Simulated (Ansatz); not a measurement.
## Functionals and the couplings of LaSb (Fm-3m)

Aim: see how the functional changes the couplings of LaSb (Fm-3m) at the wavevectors of a 2×2×2 supercell.

Main program and level: Ansatz 0.2.0; DFT PBEsol, scalar-relativistic, plane waves, PAW, in the first sound run; inputs show where later runs differ.

## 1. Set-up

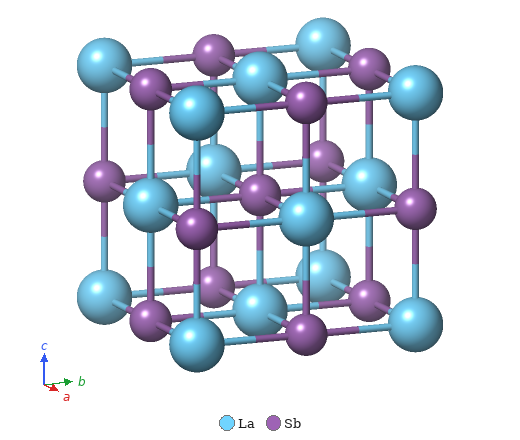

Start, viewed slightly off an axis; lanthanum blue, antimony purple. This picture shows the conventional cell, with its axes. Some periodic images of atoms are drawn too.

## 2. Relaxing cell and atoms

The structure is brought to rest under this functional.

The input, input.yaml:

```yaml
crystal:
  lattice:
    - [0.0, 3.245, 3.245]
    - [3.245, 0.0, 3.245]
    - [3.245, 3.245, 0.0]
  atoms:
    - { symbol: La, position: [0.0, 0.0, 0.0] }
    - { symbol: Sb, position: [0.5, 0.5, 0.5] }
kpoints:
  mp_grid: { grid: [8, 8, 8] }
hamiltonian:
  xc: pbesol
scf:
  occupations: { method: gaussian, width: 0.1 }
output:
  forces: true
  stress: true
  eigenvalues: true
  write_density: true
  write_potential: true
  elf: true
  volumetric_format: npy
relax:
  adjacent_minimum: "off"
  f_tol: 0.005
  max_steps: 80
  cell: { stress_tol: 0.05 }
```

Launch:

```
ansatz run input.yaml --threads 8 --pin off --max-ram 20480MiB --backend cpu --events-out ev --progress --plain --runs-dir out
```

Numbers of over 12 decimals in the logs are rounded to 6 here.

The program printed:

```text
[the first part of the log is left out]
  E_xc         = -276.106535
  E_vxc        = -244.272004  (∫ρ·V_xc dr)
  E_paw        = -9830.122169  (= ΣΔE_a)
  E_vpaw       = -562.275305  (= ΣTr[D̂ρ^β])
  E_aug_tail   = -0.000002  (compensation charges beyond the density's cutoff)
  E_ewald      = -2171.182683
  E_core_change = 0.501366  (= ΣΔE_core)
  E_smearing   = -0.001655  (= −TS)
  E_closure    = -0.000000  (closes the sum)
  Σ components = -12571.871399   (vs F -12571.871399, Δ=0.00e0)
--- Forces (eV/Å), atoms counted from 1 ---
  atom   1  La    -0.00000000     0.00000000    -0.00000000
  atom   2  Sb     0.00000000    -0.00000000    -0.00000000
  max |Σ_I F_I| component: 7.06e-29 eV/Å
--- Stress (GPa, compression-positive) ---
       -0.018492      -0.000000      -0.000000
       -0.000000      -0.018492      -0.000000
       -0.000000       0.000000      -0.018492
  P = ⅓ Tr σ = -0.0185 GPa (-0.185 kbar)
--- Band table (eV; the first three rows and the last of 29) ---
  k-point 0: bands = ["-22.7070", "-17.8915", "-17.8915", "-17.8613", "-17.8613", "-17.8613", "-6.3117", "-6.3117", "-6.3117", "0.7069", "9.9364", "9.9364", "9.9364", "10.9804", "10.9804", "10.9804", "11.6802"]
  k-point 1: bands = ["-22.7040", "-17.8918", "-17.8918", "-17.8611", "-17.8610", "-17.8610", "-6.3706", "-6.3124", "-6.3124", "0.8816", "9.1328", "9.4420", "9.4420", "11.0384", "11.1623", "11.1623", "11.8282"]
  k-point 2: bands = ["-22.6968", "-17.8926", "-17.8926", "-17.8609", "-17.8604", "-17.8604", "-6.5064", "-6.3142", "-6.3142", "1.3306", "7.8578", "8.7192", "8.7192", "11.1357", "11.5144", "11.5144", "11.9599"]
  k-point 28: bands = ["-22.6838", "-17.8921", "-17.8842", "-17.8601", "-17.8601", "-17.8579", "-6.4989", "-6.4989", "-6.4328", "1.5989", "7.9366", "8.3233", "8.3233", "11.4435", "11.4435", "11.9124", "11.9124"]
--- Relaxed structure (3 steps of the walk, 3 accepted, 1 SCFs on fresh bases) ---
  F+E_penalty+E_count = -12571.87139938 eV   max|allowed force component| = 3.622e-29 eV/Å   (the final SCF, on the basis selected at the relaxed cell)
  cell:  # Å, volume = 67.1781 Å³
    - [0, 3.226506, 3.226506]
    - [3.226506, 0, 3.226506]
    - [3.226506, 3.226506, 0.0]
  atoms:
    - { symbol: La, position: [0, 0, 0] }
    - { symbol: Sb, position: [0.5, 0.5, 0.5] }
```

The job ended after 1.7 s (8 threads of Arm Neoverse V2, shared host; peak memory 0.47 GiB; 11 s of CPU time).

Step by step:

```
step  energy less that of the first step (eV)  largest force component (eV/Å)  pressure (GPa)  volume (Å³)
   1                                   0.0000                          0.0000           -0.96        68.34
   2                                  -0.0022                          0.0000            0.68        66.38
   3                                  -0.0037                          0.0000           -0.02        67.18
   4                                  -0.0036                          0.0000           -0.02        67.18
```

The log counts 1 steps on a newly chosen plane-wave basis, not all of them marked here; energy and pressure can jump at such steps.

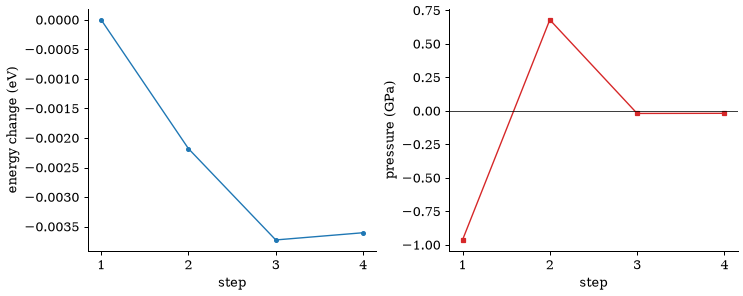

Energy and pressure along the relaxation.

```
conventional cell, symmetrised  before  after  change
                         a (Å)   6.490  6.453  -0.6 %
                         b (Å)   6.490  6.453  -0.6 %
                         c (Å)   6.490  6.453  -0.6 %
              volume (Å³/atom)   34.17  33.59  -1.7 %
```

The relaxed structure:

```cif
data_structure
_symmetry_space_group_name_H-M 'P 1'
_symmetry_Int_Tables_number 1
_cell_length_a 4.5630
_cell_length_b 4.5630
_cell_length_c 4.5630
_cell_angle_alpha 60.000
_cell_angle_beta 60.000
_cell_angle_gamma 60.000
_cell_volume 67.18
loop_
_atom_site_label
_atom_site_type_symbol
_atom_site_fract_x
_atom_site_fract_y
_atom_site_fract_z
_atom_site_occupancy
La1 La 0.00000 0.00000 0.00000 1
Sb2 Sb 0.50000 0.50000 0.50000 1
```

Numbers from this step:

```yaml
pressure: -0.01849 GPa
volume_per_atom: 33.59 Å³/atom
metallic_on_mesh: yes
gap_on_the_k_mesh: 0 eV
```

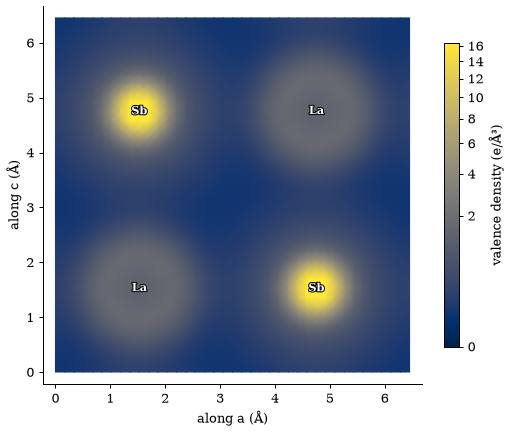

Valence density in the ac plane of the conventional cell at fractional y = 0.000, with atoms of La and Sb within 0.2 Å of it. It is the smooth field of the valence electrons, not physical close to the nuclei. The map starts off the cell's origin, so that atoms lie inside it. The colour scale is stretched toward low values.

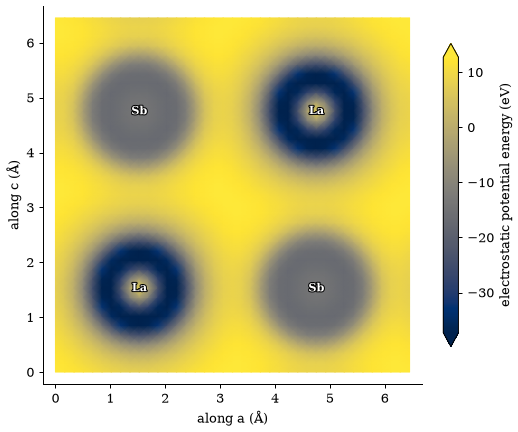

Electrostatic potential energy in the ac plane of the conventional cell at fractional y = 0.000, with atoms of La and Sb within 0.2 Å of it. With pseudopotentials it is smooth inside the atoms' cores, unlike the true potential. The map starts off the cell's origin, so that atoms lie inside it.

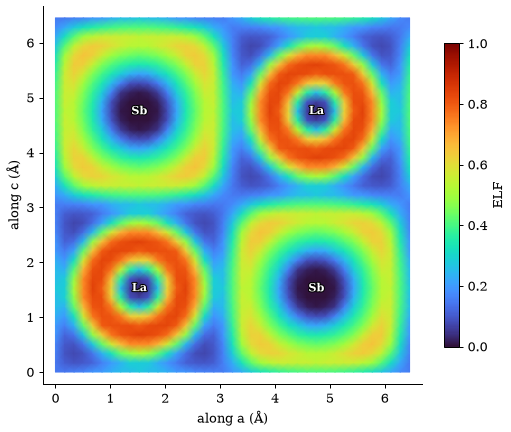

ELF in the ac plane of the conventional cell at fractional y = 0.000, with atoms of La and Sb within 0.2 Å of it. It is the smooth field of the valence electrons, not physical close to the nuclei. The map starts off the cell's origin, so that atoms lie inside it.

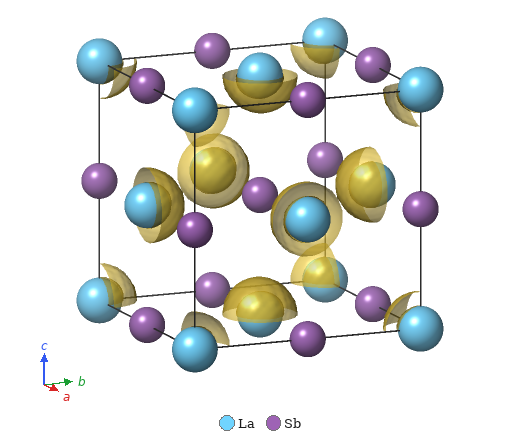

Surface of ELF = 0.76.

The largest force is now zero by symmetry and the largest stress component 0.018 GPa, small enough for phonons.

## 3. Couplings at the supercell's wavevectors: Gaussian smearing of 0.3 eV

Displaced supercells give the couplings at their own wavevectors under any functional, without linear response.

The input, input.yaml:

```yaml
crystal:
  lattice:
    - [0.0, 3.226506203, 3.226506203]
    - [3.226506203, 0.0, 3.226506203]
    - [3.226506203, 3.226506203, 0.0]
  atoms:
    - { symbol: La, position: [0.0, 0.0, 0.0] }
    - { symbol: Sb, position: [0.5, 0.5, 0.5] }
kpoints:
  mp_grid: { grid: [8, 8, 8] }
hamiltonian:
  xc: pbesol
scf:
  occupations: { method: gaussian, width: 0.3 }
output:
  eigenvalues: true
phonons:
  method: fd
  supercell: [2, 2, 2]
  temperatures: { t_max: 1000, t_step: 50 }
  qpath:
    path:
      - [[0.0, 0.0, 0.0], [0.5, 0.0, 0.5], [0.625, 0.25, 0.625]]
      - [[0.375, 0.375, 0.75], [0.0, 0.0, 0.0], [0.5, 0.5, 0.5], [0.5, 0.25, 0.75], [0.5, 0.0, 0.5]]
    npoints: 10
  commensurate_couplings: { mesh: [16, 16, 16] }
```

The program printed:

```text
[...]
Crystal: 16 atoms, lattice volume = 537.425 Å³
Basis set: ecut = 420 eV, 10489 PW (Γ), exchange–correlation on 128×128×128 points (8 copies of the dense FFT grid, shifted against one another)
Bands: 136, of which v1, the nominal top of the filled ones, is band 104 counted from 1 (103 counted from 0)
Symmetry: 384 space group operations
k-points: 8 of 64
[...]
SCF iter   1: F=—  HF=-100575.019149 eV  |F-HF|=—  |Δ(HF+E_count)|=         —  Δρ=2.18e-8  dr2=1.37e-12  ethr=1.00e-12  ⟨swp⟩=3.0  Hψ=2755  notcnv=0
[...]
SCF iter   2: F=-100575.019149 eV  HF=-100575.019149 eV  |F-HF|=2.91e-11  |Δ(HF+E_count)|=    0.00e0  Δρ=9.12e-9  dr2=2.17e-13  ethr=1.00e-12  ⟨swp⟩=9.0  Hψ=3830  notcnv=0
SCF 1 converged in 2 iterations: F = -100575.019149 eV  dr2 = 2.17e-13
[...]
Crystal: 2 atoms, lattice volume = 67.178 Å³
Basis set: ecut = 420 eV, 1363 PW (Γ), exchange–correlation on 64×64×64 points (8 copies of the dense FFT grid, shifted against one another)
Bands: 17, of which v1, the nominal top of the filled ones, is band 13 counted from 1 (12 counted from 0)
Symmetry: 48 space group operations
k-points: 29 of 512
[...]
SCF iter   1: F=—  HF=-12571.879395 eV  |F-HF|=—  |Δ(HF+E_count)|=         —  Δρ=2.14e-3  dr2=3.11e-3  ethr=1.77e-3  ⟨swp⟩=4.6  Hψ=2073  notcnv=0
[...]
SCF iter   9: F=-12571.877394 eV  HF=-12571.877394 eV  |F-HF|=1.82e-12  |Δ(HF+E_count)|=  1.89e-10  Δρ=3.56e-8  dr2=1.24e-12  ethr=1.00e-12  ⟨swp⟩=3.0  Hψ=1333  notcnv=0
SCF 2 converged in 9 iterations: F = -12571.877394 eV  dr2 = 1.24e-12
[...]
NSCF: frozen V_eff on 145 k-points
[...]
iter 1 solved again at ethr=9.63e-7 eV; its pass at ethr=3.10e-3 eV (dr2=2.50e-4 eV) is discarded
SCF iter   1: F=—  HF=-12571.877395 eV  |F-HF|=—  |Δ(HF+E_count)|=         —  Δρ=2.38e-6  dr2=8.66e-9  ethr=9.63e-7  ⟨swp⟩=3.1  Hψ=3720  notcnv=0
eigensolver tolerance schedule: the retry pair's looser diagonalisation over-reported the residual by 28900.72 of it (diagonalisation noise at an unbounded share of the residual, at the tolerance the schedule requests for it); recorded, not acted on — ethr = c·dr2/N_el stays at c = 1.0e-1
[...]
SCF iter   2: F=—  HF=-12571.877394 eV  |F-HF|=—  |Δ(HF+E_count)|=   9.05e-7  Δρ=2.88e-6  dr2=1.53e-8  ethr=3.33e-11  ⟨swp⟩=6.4  Hψ=2310  notcnv=0
SCF iter   3: F=-12571.877394 eV  HF=-12571.877394 eV  |F-HF|=2.12e-9  |Δ(HF+E_count)|=   4.04e-9  Δρ=1.26e-6  dr2=2.57e-9  ethr=3.33e-11  ⟨swp⟩=1.0  Hψ=1225  notcnv=0
SCF 3 converged in 3 iterations: F = -12571.877394 eV  dr2 = 2.57e-9
Symmetry: 8 space group operations
k-points: 13 of 64 (time reversal used)
[...]
SCF iter   8: F=-100575.019130 eV  HF=-100575.019130 eV  |F-HF|=2.91e-11  |Δ(HF+E_count)|=  1.46e-11  Δρ=8.24e-9  dr2=4.68e-13  ethr=1.00e-12  ⟨swp⟩=6.5  Hψ=7554  notcnv=0
SCF 4 converged in 8 iterations: F = -100575.019130 eV  dr2 = 4.68e-13
[...]
SCF iter   7: F=-100575.019133 eV  HF=-100575.019133 eV  |F-HF|=0.00e0  |Δ(HF+E_count)|=    0.00e0  Δρ=2.48e-8  dr2=3.86e-12  ethr=1.00e-12  ⟨swp⟩=7.0  Hψ=8088  notcnv=0
SCF 5 converged in 7 iterations: F = -100575.019133 eV  dr2 = 3.86e-12
[...]
SCF converged after 2 iterations
Free energy (F): -100575.019149 eV
[...]
Internal energy: -100574.892938 eV  (E = F + TS)
E sigma→0 (E₀):  -100574.956044 eV
Entropy (-TS):   -0.126211 eV (-7.888 meV/atom)
Fermi energy:    9.737919 eV
[...]
--- Band table (eV; the first three rows and the last of 8) ---
  k-point 0: bands = [... 100 lower, 9.4609, 9.4609, 9.4609, 9.4609, 9.9358, 9.9358, 9.9358, 10.9810, ... 28 higher]
  k-point 1: bands = [... 100 lower, 9.1841, 9.1841, 9.4413, 9.4413, 10.0662, 10.0662, 10.0662, 11.0393, ... 28 higher]
  k-point 2: bands = [... 100 lower, 8.7185, 8.7185, 8.7185, 8.7185, 10.8058, 10.8058, 10.8058, 10.8058, ... 28 higher]
  k-point 7: bands = [... 100 lower, 8.8774, 8.8774, 8.8774, 8.8774, 10.7841, 10.7841, 10.7841, 10.7841, ... 28 higher]
--- Phonons: 2 displaced members + reference (amplitude 0.0025 Å, Σ member SCF iterations 15) ---
  symmetry images taken by strict's conditions (phonons.symmetry_images: auto; settled by the electron–phonon couplings asked for (phonons.commensurate_couplings))
  ASR residual: 2.589e-4 → 0.000e0 eV/Å²; symmetrization residual: 1.105e-4 eV/Å²
  largest component of a force at the reference: 1.6e-28 eV/Å
  ASR residual per site (eV/Å²): 9.94e-5 2.59e-4
  Γ frequencies (cm⁻¹): 0.00 0.00 0.00 127.16 127.16 127.16
  density of states and harmonic sums: on the 18×18×18 q-mesh, interpolated from the force constants of a 2×2×2 supercell (no non-analytic term)
  largest difference from the sums on the solved wave vectors: F 8.31e-2 eV, S 1.15e-4 and C_V 3.23e-5 eV/K
  zero-point energy: 0.038606 eV/cell   skipped modes (ω ≤ 0): 3   left out of the sums: 8.57e-5 of the cell's modes: C_V's classical limit lies that fraction below 3 k_B per atom; for a crystal, a wire or a layer, F and S can be off by more, and a phonons.interpolated_qmesh denser along its periods is the remedy for the sampling
--- Electron–phonon couplings at the supercell's wavevectors ---
  state of the undisplaced supercell: not shown to be the lowest; the run lists against it: phonon_interpolation_lacks_dipole_term
  width 0.196 eV: 0.1096 states/eV per spin and cell of the deck; 1.2 effective pairs of levels carry the sum of the wavevector with the fewest (too few for a mean over the Fermi surface: type a denser kpoints.mp_grid, or phonons.commensurate_couplings.mesh where the run serves it)
[...]
the sum of the mean-square elements of a wavevector's modes changes by up to 372 % from one width to the next
  largest symmetry spillage (the part of a state that a symmetry operation carries out of the states read, times the state's relative weight): 5.2e-15; largest part of a state at the Fermi level at other wavevectors: 4.1e-15; largest part that the displaced supercells' bands leave out of one (if empty, times its weight): 1.6e-6; largest element of a rigid motion over the largest of one site's: 8.6e-16
--- Electron–phonon couplings at the supercell's wavevectors, on the mesh [16, 16, 16] ---
  state of the deck's cell: not shown to be the lowest (behind its own solve no lower one is searched for)
  the Fermi level of this mesh's own levels, counted from the SCF's: 0.0124 eV
[...]
```

The job ended after 29 s (8 threads; peak memory 3.2 GiB; 3.6 min of CPU time).

In the SCF lines HF is the Harris–Foulkes energy and dr2 the Hartree energy of the density residual, in eV; the loop may stop once dr2 is under the threshold and the program's other checks hold. Hψ counts applications of the Hamiltonian.

Numbers from this step:

| Quantity | Value |
| --- | --- |
| gap by band count | 3.55e-15 eV |
| zero point energy | 0.03861 eV/cell |
| share of imaginary modes in the plain interpolation between solved wavevectors | 0 |
| highest frequency, solved or plainly interpolated | 141.5 cm⁻¹ |
| Debye temperature (second moment) | 199 K |

At the supercell's wavevectors; few wavevectors, no converged lambda. Couplings at the supercell's wavevectors:

```
channel  q1   q2   q3  star  mode  omega (meV)  lambda, width 0.196 eV  lambda, width 0.393 eV  <D²> (eV/Å)², width 0.196 eV  <D²> (eV/Å)², width 0.393 eV
      1   0    0    0     1     4        15.77                 0.07896                   0.238                        0.2219                         1.047
      1   0    0    0     1     5        15.77                 0.07896                   0.238                        0.2219                         1.047
      1   0    0    0     1     6        15.77                 0.07896                   0.238                        0.2219                         1.047
      1   0    0  0.5     4     1        12.06                2.45e-17                 1.16e-6                       0.07042                       0.04622
      1   0    0  0.5     4     2        12.06                2.45e-17                 1.16e-6                       0.07042                       0.04622
      1   0    0  0.5     4     3        13.34                3.87e-17                 3.18e-6                        0.1193                         0.136
      1   0    0  0.5     4     4        13.34                3.87e-17                 3.18e-6                        0.1193                         0.136
      1   0    0  0.5     4     5        15.48                3.77e-18                 1.19e-6                       0.01564                       0.06869
      1   0    0  0.5     4     6        17.54                1.98e-17                 2.18e-6                        0.1201                        0.1845
      1   0  0.5  0.5     3     1        7.189                 0.02602                 0.08505                       0.05924                        0.1396
      1   0  0.5  0.5     3     2        7.189                 0.02602                 0.08505                       0.05924                        0.1396
      1   0  0.5  0.5     3     3         9.46                 0.03242                 0.05969                        0.1276                        0.1694
      1   0  0.5  0.5     3     4        15.94                  0.3116                  0.2076                         3.518                          1.69
      1   0  0.5  0.5     3     5        15.94                  0.3116                  0.2076                         3.518                          1.69
      1   0  0.5  0.5     3     6           17                0.003092                 0.00574                        0.0398                       0.05328
```

At the supercell's wavevectors; few wavevectors, no converged lambda. The same on a denser k mesh:

```
channel  q1   q2   q3  star  mode  omega (meV)  lambda, width 0.196 eV  lambda, width 0.393 eV  <D²> (eV/Å)², width 0.196 eV  <D²> (eV/Å)², width 0.393 eV
      1   0    0    0     1     4        15.77                 0.07233                  0.1672                        0.1739                        0.7687
      1   0    0    0     1     5        15.77                 0.07233                  0.1672                        0.1739                        0.7687
      1   0    0    0     1     6        15.77                 0.07233                  0.1672                        0.1739                        0.7687
      1   0    0  0.5     4     1        12.06                6.70e-18                 1.04e-6                       0.03685                        0.0451
      1   0    0  0.5     4     2        12.06                6.70e-18                 1.04e-6                       0.03685                        0.0451
      1   0    0  0.5     4     3        13.34                1.68e-17                 2.83e-6                       0.09887                        0.1322
      1   0    0  0.5     4     4        13.34                1.68e-17                 2.83e-6                       0.09887                        0.1322
      1   0    0  0.5     4     5        15.48                2.61e-18                 1.53e-6                       0.02071                       0.09666
      1   0    0  0.5     4     6        17.54                1.18e-17                 2.77e-6                        0.1369                        0.2557
      1   0  0.5  0.5     3     1        7.189                  0.1252                 0.09144                        0.1296                        0.1472
      1   0  0.5  0.5     3     2        7.189                  0.1252                 0.09144                        0.1296                        0.1472
      1   0  0.5  0.5     3     3         9.46                 0.05164                 0.05408                        0.0924                        0.1505
      1   0  0.5  0.5     3     4        15.94                  0.4432                   0.237                         2.274                         1.891
      1   0  0.5  0.5     3     5        15.94                  0.4432                   0.237                         2.274                         1.891
      1   0  0.5  0.5     3     6           17                0.003253                0.003929                       0.01903                       0.03574
```

Among the solved wavevectors the lowest mode, translations apart, is 58 cm⁻¹, so these are real on this k mesh.

(Part 1 of 3 ends here.)

[Logs are printed without paths, hosts, clocks, repeated set-up lines and the standing remarks that a program may print on its own settings, such as how far it seeks lower states.]

[Hosts, paths, dates, database ids (printed as entryN), source tags and the programs' standing remarks are cut or masked in the printed files.]
